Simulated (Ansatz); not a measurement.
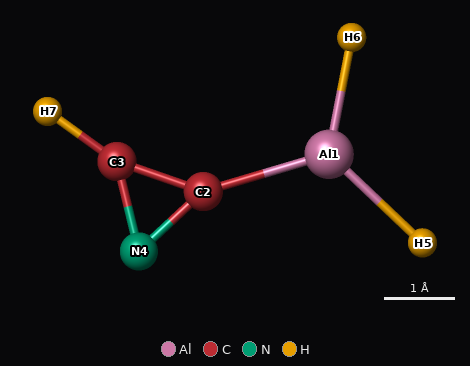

*The starting structure (ball-and-stick view, seen on its broad side; atoms are numbered from 1 in the order of the input). Sticks mark near contacts.*

Bond lengths as drawn: Al–C 1.88 Å, Al–H 1.70 to 1.84 Å, C–C 1.31 Å, C–H 1.23 Å and C–N 1.26 to 1.33 Å.

# Geometry relaxation of C$_{2}$H$_{3}$AlN (charge +1)

System: C$_{2}$H$_{3}$AlN, charge +1.
Method: RKS PBE0-D4/def2-SVP (Ansatz 0.2.0).

The run did not end well.

### The input
```yaml
crystal:
  periodic: [false, false, false]
  atoms:
    - {symbol: Al, position_ang: [-0.836189, 1.057198, -0.474485]}
    - {symbol: C, position_ang: [0.087386, -0.509756, -0.009736]}
    - {symbol: C, position_ang: [1.075114, -0.984511, 0.714905]}
    - {symbol: N, position_ang: [0.240086, -1.758312, 0.030788]}
    - {symbol: H, position_ang: [-2.418256, 0.950178, -1.413037]}
    - {symbol: H, position_ang: [-0.160206, 2.541480, 0.014291]}
    - {symbol: H, position_ang: [2.104810, -1.079583, 1.371835]}
basis:
  gaussian: {orbitals: def2-SVP}
total_charge: 1
hamiltonian: {xc: pbe0, dispersion: d4}
relax: {f_tol: 0.2, max_steps: 5, max_displacement: 0.05}
```

Machine: 1 CPU thread, shared host.

Launched with:
```bash
ansatz run in.yaml --threads 1 --pin off --events-out ev --progress --plain --max-ram 4352MiB
```

### Log
```
Functional definition: PBE0
  name "PBE0"
  cite "Adamo & Barone, J. Chem. Phys. 110, 6158 (1999) doi:10.1063/1.478522"
  cite "Perdew, Burke & Ernzerhof, Phys. Rev. Lett. 77, 3865 (1996) doi:10.1103/PhysRevLett.77.3865"
  parent pbe
  parameter a = 0.25
  parameter kappa = 0.804
  parameter beta = 0.06672455060314922
  exchange = (1 - a)*pbe_x(kappa = kappa, mu = beta*pi^2/3) + a*exact_x
  correlation = pbe_c(beta = beta)
828 factors; integrals over basis functions are off by at most 2.9e-4 eV
mean field evaluation 1: about -10139.2854 eV, gradient 9.8e1 eV
mean field evaluation 2: about -9653.1579 eV, gradient 2.9e2 eV
mean field evaluation 4: about -10182.3976 eV, gradient 2.7e1 eV
mean field evaluation 8: about -10184.7317 eV, gradient 2.8e-1 eV
mean field evaluation 16: about -10184.7784 eV, gradient 2.0e-4 eV
mean field -10184.77840690 eV, -374.2837029627 hartree, gradient 3.6e-5 eV, S^2 0.000000; 0 other end points of the search recorded, 0 dependent functions left out
the calculation of the forces begins
reference -10184.77843500 eV, -374.2837039955 hartree; 17, 17 occupied and 58, 58 virtual orbitals, 828 factors
relax step   1: F+E_penalty+E_count = -10184.86854620 eV  Δ(F+E_penalty+E_count) = +0.000e0 eV  max|allowed force component| = 4.919e0 eV/Å  Δτ_max = 0.0000 Å  (28 SCF iters, accepted)
these checks for a lower state are left out or cut short: starts, cluster_reference, orbital_swaps, neighbouring_geometries, increment
828 factors; integrals over basis functions are off by at most 3.6e-4 eV
mean field -10185.40890900 eV, -374.3068734876 hartree, gradient 1.3e-5 eV, S^2 0.000000; 0 other end points of the search recorded, 0 dependent functions left out
the calculation of the forces begins
reference -10185.40893706 eV, -374.3068745187 hartree; 17, 17 occupied and 58, 58 virtual orbitals, 828 factors
relax step   2: F+E_penalty+E_count = -10185.49645961 eV  Δ(F+E_penalty+E_count) = -6.279e-1 eV  max|allowed force component| = 3.166e0 eV/Å  Δτ_max = 0.0487 Å  (30 SCF iters, accepted)
these checks for a lower state are left out or cut short: starts, cluster_reference, orbital_swaps, neighbouring_geometries, increment
828 factors; integrals over basis functions are off by at most 4.4e-4 eV
mean field evaluation 32: about -10185.8250 eV, gradient 1.2e-5 eV
mean field -10185.82503938 eV, -374.3221659971 hartree, gradient 1.2e-5 eV, S^2 0.000000; 0 other end points of the search recorded, 0 dependent functions left out
the calculation of the forces begins
reference -10185.82506740 eV, -374.3221670269 hartree; 17, 17 occupied and 58, 58 virtual orbitals, 828 factors
relax step   3: F+E_penalty+E_count = -10185.91139264 eV  Δ(F+E_penalty+E_count) = -4.149e-1 eV  max|allowed force component| = 2.302e0 eV/Å  Δτ_max = 0.0488 Å  (30 SCF iters, accepted)
these checks for a lower state are left out or cut short: starts, cluster_reference, orbital_swaps, neighbouring_geometries, increment
828 factors; integrals over basis functions are off by at most 5.2e-4 eV
mean field -10186.08817775 eV, -374.3318361536 hartree, gradient 1.1e-5 eV, S^2 0.000000; 0 other end points of the search recorded, 0 dependent functions left out
the calculation of the forces begins
reference -10186.08820572 eV, -374.3318371815 hartree; 17, 17 occupied and 58, 58 virtual orbitals, 828 factors
relax step   4: F+E_penalty+E_count = -10186.17386614 eV  Δ(F+E_penalty+E_count) = -2.625e-1 eV  max|allowed force component| = 1.519e0 eV/Å  Δτ_max = 0.0486 Å  (30 SCF iters, accepted)
these checks for a lower state are left out or cut short: starts, cluster_reference, orbital_swaps, neighbouring_geometries, increment
828 factors; integrals over basis functions are off by at most 6.0e-4 eV
mean field -10186.23761265 eV, -374.3373277851 hartree, gradient 1.1e-5 eV, S^2 0.000000; 0 other end points of the search recorded, 0 dependent functions left out
the calculation of the forces begins
reference -10186.23764055 eV, -374.3373288104 hartree; 17, 17 occupied and 58, 58 virtual orbitals, 828 factors
relax step   5: F+E_penalty+E_count = -10186.32283160 eV  Δ(F+E_penalty+E_count) = -1.490e-1 eV  max|allowed force component| = 8.000e-1 eV/Å  Δτ_max = 0.0487 Å  (30 SCF iters, accepted)
```

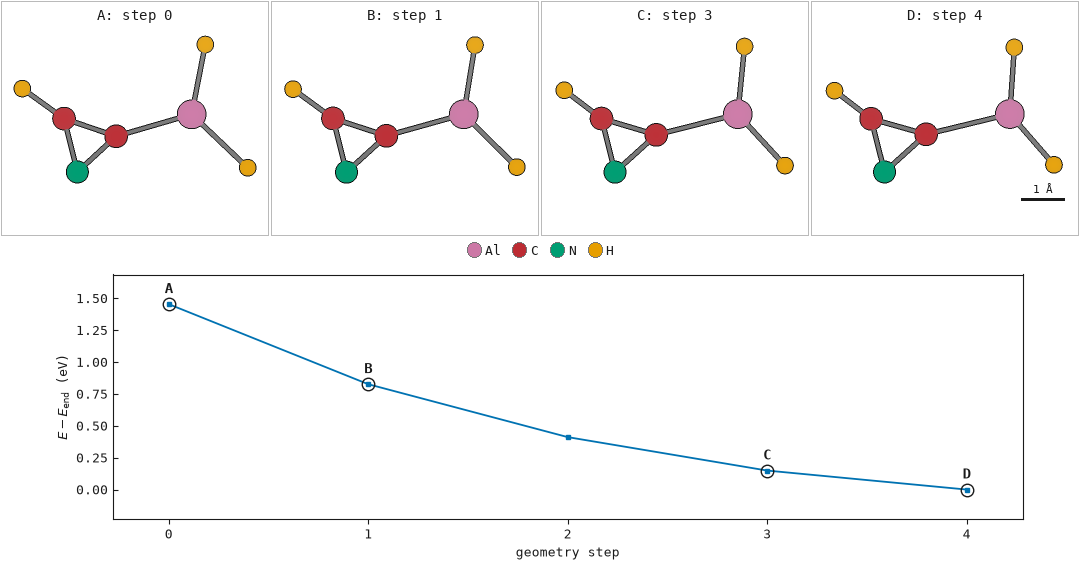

*Frames of the relaxation (ball-and-stick view, seen on its broad side) above the curves, on which the letters mark them (the first geometry is step 0 here and step 1 in the log).*

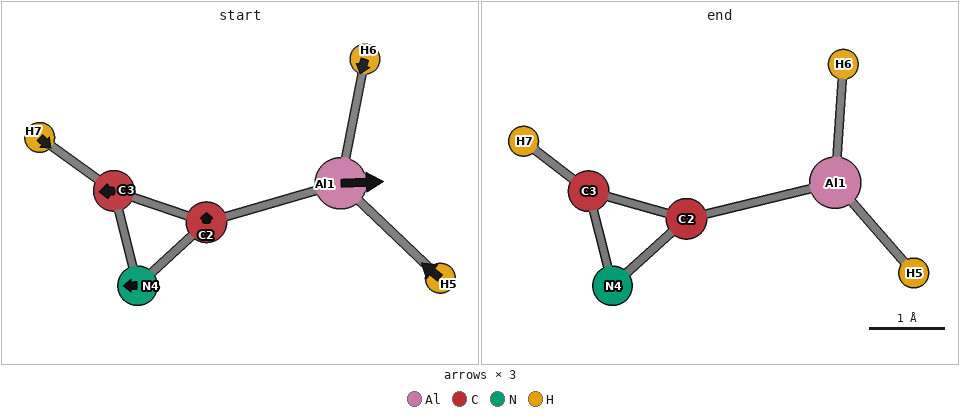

*Before (left) and after (right) the relaxation, at one scale (ball-and-stick view, seen on its broad side). The black arrows give the displacements, magnified 3 times.*

The relaxation stopped without meeting its thresholds, so the last structure isn't shown to be converged. The atom that moves furthest after the best rigid fit is Al1 (0.19 Å). Largest moves by element: Al 0.19 Å, H 0.11 Å, C 0.07 Å, N 0.07 Å. Among the contacts that change: Al1–H5 1.843 → 1.602 Å, Al1–C2 1.877 → 2.054 Å, C3–H7 1.225 → 1.101 Å, Al1–H6 1.703 → 1.597 Å. Among the angles that change: H5–Al1–H6 122.5° → 135.0°, C2–Al1–H6 117.5° → 107.8°, Al1–C2–C3 143.9° → 149.9°. The energy falls by 1.454 eV in 4 geometry steps. Largest force component: 4.9 eV/Å at the start, 0.8 eV/Å at the end. (Atoms are counted from 1 in the order of the input.)

```
Error: geometry relaxation did not converge after 5 steps: max|allowed force component| = 8.00e-1 eV/Å (threshold 2.0e-1). Raise `relax.max_steps` over both its present limit and 5, loosen `relax.f_tol`, or start from a geometry closer to equilibrium. Where this run's directory can be resumed (`checkpoint.write`), a resume goes on for up to `relax.max_steps` more
```

### Trajectory as extended XYZ (Å, eV, eV/Å), 5 frames, from step=1 to step=5
```
7
Properties=species:S:1:pos:R:3:forces:R:3 step=1 energy=-10184.86855
Al   -0.8362    1.0572   -0.4745   -3.4903   4.0665  -1.9861
C     0.0874   -0.5098   -0.0097   -1.3250   4.1503  -0.6111
C     1.0751   -0.9845    0.7149    4.9189  -2.1663   2.7724
N     0.2401   -1.7583    0.0308    0.9980  -4.6939   0.4591
H    -2.4183    0.9502   -1.4130    2.0836  -0.1076   1.2528
H    -0.1602    2.5415    0.0143   -0.3356  -1.5246  -0.2920
H     2.1048   -1.0796    1.3718   -2.8494   0.2756  -1.5949
7
Properties=species:S:1:pos:R:3:forces:R:3 step=2 energy=-10185.49646
Al   -0.8670    1.0905   -0.4922   -2.8693   3.1660  -1.6420
C     0.0879   -0.4968   -0.0064   -0.1258   1.9225   0.1926
C     1.0962   -0.9976    0.7229    2.5674  -1.5559   1.1729
N     0.2507   -1.7757    0.0375    0.9947  -2.3427   0.5932
H    -2.3965    0.9490   -1.4000    1.8657  -0.0573   1.1180
H    -0.1635    2.5264    0.0114   -0.3299  -1.2921  -0.2774
H     2.0850   -1.0791    1.3613   -2.1028   0.1595  -1.1573
7
Properties=species:S:1:pos:R:3:forces:R:3 step=3 energy=-10185.91139
Al   -0.8985    1.1230   -0.5104   -2.1591   2.3015  -1.2429
C     0.0927   -0.4876    0.0007    0.3549   0.8153   0.4989
C     1.1128   -1.0112    0.7271    0.9656  -1.0375   0.1615
N     0.2624   -1.7885    0.0451    0.8671  -1.0521   0.5696
H    -2.3732    0.9487   -1.3861    1.5371  -0.0301   0.9172
H    -0.1681    2.5111    0.0077   -0.3074  -1.0433  -0.2520
H     2.0648   -1.0788    1.3505   -1.2584   0.0461  -0.6523
7
Properties=species:S:1:pos:R:3:forces:R:3 step=4 energy=-10186.17387
Al   -0.9300    1.1553   -0.5286   -1.3914   1.5185  -0.8037
C     0.0987   -0.4806    0.0095    0.3430   0.3745   0.4549
C     1.1226   -1.0234    0.7259    0.2690  -0.6042  -0.1850
N     0.2737   -1.7970    0.0526    0.5758  -0.4645   0.3823
H    -2.3477    0.9484   -1.3709    1.0797  -0.0315   0.6399
H    -0.1740    2.4939    0.0029   -0.2575  -0.7642  -0.2096
H     2.0495   -1.0798    1.3432   -0.6187  -0.0286  -0.2787
7
Properties=species:S:1:pos:R:3:forces:R:3 step=5 energy=-10186.32283
Al   -0.9602    1.1894   -0.5461   -0.6189   0.8000  -0.3540
C     0.1041   -0.4731    0.0204    0.1668   0.1625   0.2735
C     1.1293   -1.0343    0.7213    0.1004  -0.2276  -0.1413
N     0.2833   -1.8023    0.0584    0.2134  -0.1788   0.1265
H    -2.3211    0.9467   -1.3553    0.5023  -0.0675   0.2911
H    -0.1819    2.4740   -0.0037   -0.1528  -0.4148  -0.1319
H     2.0393   -1.0836    1.3395   -0.2113  -0.0737  -0.0637
```

### Outcome

```csv
quantity,value
outcome,not converged
wall time,13 s
peak memory,0.17 GiB
```

### What went wrong

The run did not converge: “geometry relaxation did not converge after 5 steps: max|allowed force component| = 8.00e-1 eV/Å (threshold 2.0e-1). Raise `relax.max_steps` over both its present limit and 5, loosen `relax.f_tol`, or start from a geometry closer to equilibrium …” Its last values are not results.
